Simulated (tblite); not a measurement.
# CH7FGeNOSi: the cost of one run

Programs: tblite 0.8.0 and PySCF 2.14.0. All values are calculated, for the isolated system unless a continuum is named. Atoms count from 0, parts from 1.

### 1 The system as given

13 atoms, charge 0, multiplicity 2; geometry: distance geometry start.

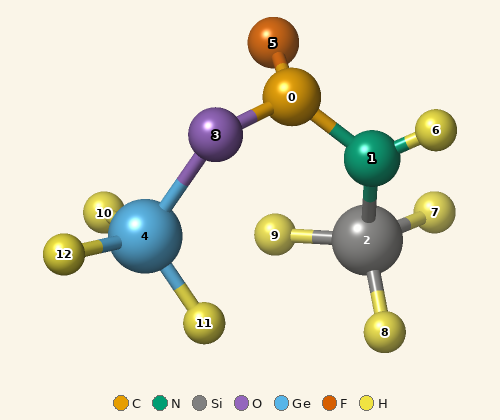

The starting geometry (carbon amber, nitrogen teal, silicon grey, oxygen purple, germanium blue, fluorine orange, hydrogen yellow), atoms numbered.

### 2 Relaxing the cluster with GFN2-xTB

The job: settings as JSON, then the geometry in Å.

```
{"job": {"kind": "relax", "xc": "GFN2-xTB", "basis": "xTB"}, "charge": 0, "multiplicity": 2}
C      0.442642     2.419126    -1.199296
N      1.351243     1.314433    -1.449794
Si     0.875603    -0.298388    -0.745786
O      0.592251     3.066384     0.023056
Ge     0.298894     2.248517     1.677484
F     -0.765365     2.263267    -1.633523
H      1.770661     1.270131    -2.368649
H      0.527157    -1.170011    -1.804989
H      1.945365    -0.824038     0.011746
H     -0.276230    -0.103159     0.096815
H     -1.130570     1.729344     1.738656
H      1.246977     1.101194     1.897857
H      0.481067     3.284396     2.789841
```

Method: GFN2-xTB geometry optimisation, gas phase.

Command:

```
> OMP_NUM_THREADS=1 python cluster_run.py task.json out
```

The driver reads the jobs from task.json and runs them one after another.

**Question.** How long does this first job take on 1 thread of Intel Xeon Platinum 8488C, shared host?

About 4.4 s.
